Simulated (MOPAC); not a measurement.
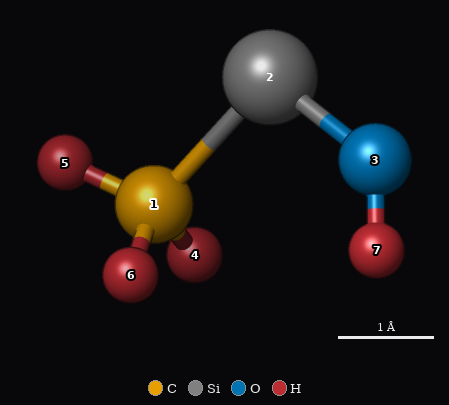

*The structure as given in the input (ball-and-stick view, seen at a tilt; atoms are numbered from 1 in the order of the input).*

Run report: CH$_{4}$OSi, single-point calculation

CH$_{4}$OSi, computed with PM3, closed shell, COSMO solvent dichloromethane (MOPAC 23.2.5).

The geometry comes from this level: GFN2-xTB.

Log:
```
E = -2.488001 eV
dipole (e A): [-0.4645 -0.1507  0.5167]
```

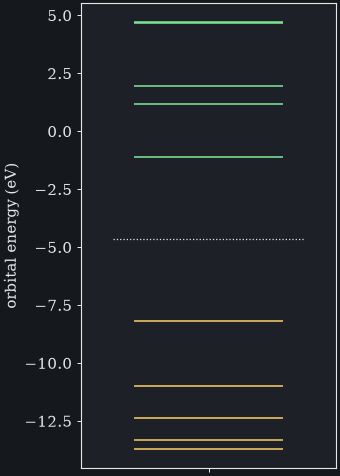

*Orbital energies near the frontier; the dotted line parts filled from empty levels, and levels within 0.02 eV of each other stand side by side.*

Highest filled −8.17 eV, lowest empty −1.12 eV, 7.05 eV apart.

This output came from the following input.

Input file (calc.py):
```python
from ase.calculators.mopac import MOPAC
from ase import Atoms

mol = Atoms(
    ['C', 'Si', 'O', 'H', 'H', 'H', 'H'],
    positions=[
        [-0.674750, 0.468820, -0.293880],
        [1.138780, 0.028770, -0.763920],
        [1.611780, -0.946700, 0.448840],
        [-1.344210, -0.366960, -0.506840],
        [-1.042700, 1.320400, -0.862570],
        [-0.784660, 0.713150, 0.765890],
        [1.095750, -1.217480, 1.212480],
    ],
)
calc = MOPAC(label="job", method="PM3", task="1SCF GRADIENTS EPS=8.93 AUX(PRECISION=9) THREADS=1")
mol.calc = calc
e = mol.get_potential_energy()
print("E =", round(e, 6), "eV")
print("dipole (e A):", mol.get_dipole_moment().round(4))
```

Run as:
```bash
export ASE_MOPAC_COMMAND="mopac PREFIX.mop > /dev/null 2>&1"
python calc.py
```

Results in brief:

| quantity | value |
| --- | --- |
| outcome | converged |
| total energy | −20.097194 hartree |
| dispersion energy | 0.000000 hartree |
| heat of formation | −57.37 kcal/mol |
| basis functions | 16 |
| largest force | 1.028 eV/Å |
| HOMO | −8.17 eV |
| LUMO | −1.12 eV |
| dipole moment | 3.42 D |
| hardware | 1 thread of Arm Neoverse V2, 24 GiB of memory available, shared host |
| peak memory | 0.12 GiB |

MOPAC's energies along a path are heats of formation.
